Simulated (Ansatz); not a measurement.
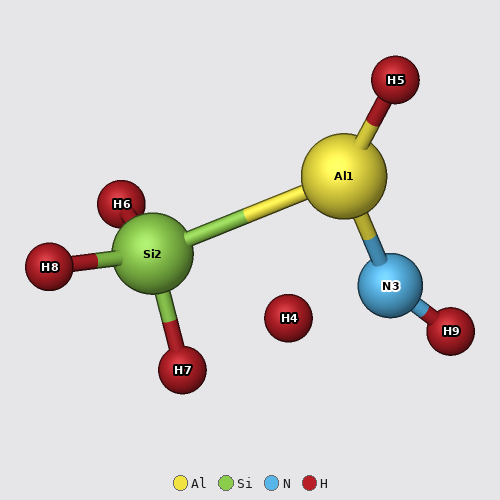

The system is the reacting system AlH6NSi (fragments AlH₆NSi where the first distance is long, AlH₂N + H₄Si where the second is long); the picture shows the reference structure. The first coordinate is: distance Si2–H4 (bond that forms); the second: distance N3–H4 (bond that breaks). Relaxed at each point: all other coordinates. The grid has 13 × 13 points. Points are written as (first, second). Energies are in kJ/mol, from a guessed transition structure relaxed with its forming and breaking bonds held. Energies and slopes of some neighbouring points disagree (a jump in structure or state, or too coarse a mesh). The reference is spin-restricted, so regions where a bond is pulled apart into radicals lie too high. Computed with RKS PBE-D4/def2-SVP (Ansatz).

Its coordinates:

```yaml
atoms:
  - { symbol: Al, position_ang: [-1.1815, 0.9708, 0.4693] }
  - { symbol: Si, position_ang: [1.0452, -0.5553, 0.7047] }
  - { symbol: N, position_ang: [-1.0176, 0.4049, -1.1900] }
  - { symbol: H, position_ang: [0.1577, -0.1668, -0.9039] }
  - { symbol: H, position_ang: [-2.2154, 1.8335, 1.3243] }
  - { symbol: H, position_ang: [0.7212, -1.9985, 1.0096] }
  - { symbol: H, position_ang: [1.5388, -0.6150, -0.7435] }
  - { symbol: H, position_ang: [2.2925, -0.2087, 1.4864] }
  - { symbol: H, position_ang: [-1.3410, 0.3351, -2.1569] }
```

Range: distance Si2–H4 (bond that forms) from 1.278 to 3.078 Å; distance N3–H4 (bond that breaks) from 0.918 to 2.718 Å.

Q: Predict the map.

A: The lowest grid point is at (3.078 Å, 0.999 Å), −200 kJ/mol from a guessed transition structure relaxed with its forming and breaking bonds held. It lies at the edge of the scanned range, so the true minimum may lie outside. The highest grid point, (1.278 Å, 0.918 Å), lies 511 kJ/mol above the lowest.

| second ↓, first → | 1.278 | 1.359 | 1.470 | 1.596 | 1.734 | 1.881 | 2.035 | 2.196 | 2.362 | 2.534 | 2.711 | 2.892 | 3.078 |
| --- | --- | --- | --- | --- | --- | --- | --- | --- | --- | --- | --- | --- | --- |
| 2.718 | 118 | 80 | 218 | 193 | 182 | 179 | −30 | −42 | −49 | −53 | −55 | −56 | −58 |
| 2.532 | 121 | 82 | 210 | 185 | 173 | 170 | −32 | −42 | −48 | −52 | −53 | −56 | −58 |
| 2.351 | 126 | 86 | 202 | 175 | 163 | 160 | 163 | 170 | 178 | 186 | 195 | 205 | 215 |
| 2.174 | 134 | 93 | 192 | 164 | 150 | 147 | 149 | 154 | 161 | 170 | 180 | 193 | 234 |
| 2.002 | 147 | 105 | 182 | 151 | 135 | 130 | 129 | 133 | 139 | 147 | 160 | 185 | 189 |
| 1.836 | 167 | 122 | 171 | 135 | 116 | 106 | 102 | 104 | 108 | 117 | 130 | 134 | 133 |
| 1.675 | 195 | 146 | 157 | 116 | 90 | 75 | 67 | 65 | 66 | 70 | 72 | 71 | 69 |
| 1.521 | 227 | 171 | 123 | 90 | 58 | 36 | 23 | 15 | 11 | 7 | 4 | 1 | −2 |
| 1.374 | 253 | 182 | 111 | 57 | 18 | −9 | −29 | −43 | −53 | −60 | −66 | −72 | −76 |
| 1.236 | 243 | 164 | 85 | 24 | −22 | −55 | −79 | −98 | −111 | −122 | −131 | −137 | −142 |
| 1.110 | 239 | 156 | 71 | 4 | −47 | −86 | −114 | −136 | −153 | −166 | −176 | −183 | −189 |
| 0.999 | 261 | 176 | 88 | 15 | −41 | −84 | −116 | −140 | −159 | −174 | −185 | −193 | −200 |
| 0.918 | 311 | 225 | 134 | 59 | −1 | −46 | −81 | −107 | −128 | −143 | −155 | −164 | −171 |

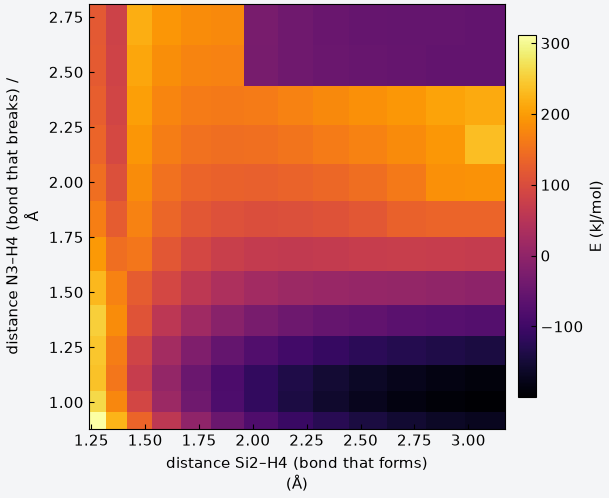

In the figure: one coloured cell a grid point.

Each point was launched as `ansatz run input.yaml --threads 1 --pin off --max-ram 2560MiB --backend cpu --events-out ev --progress --plain --runs-dir out`. Time for the 169 points that were run: 34 min on 1 thread of Arm Neoverse V2, with other jobs on the host.
